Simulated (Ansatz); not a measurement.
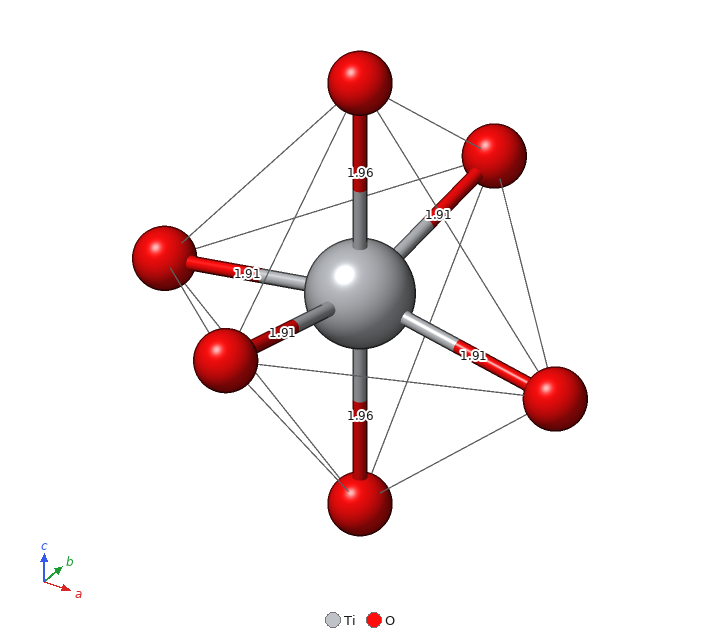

Coordination of Ti in TiO₂ (I4_1/amd); bond lengths in Å. The shape measure S (0 to 100) is the computed least-squares distance from an ideal polyhedron; S = 0 means ideal. Origin: coordinates from a relaxation at a target pressure of 15 GPa with Ansatz 0.2.0, DFT PBE, scalar-relativistic, plane waves, PAW.

Question: Name the coordination polyhedron and say how regular it is.

Answer: TiO6: a clearly distorted octahedron (coordination number 6, S = 1.97; next best trigonal prism, S = 12.8).

Question: Does the central atom sit at the centroid of its ligands?

Answer: Yes, to within 0.01 Å; the site symmetry is -4m2.
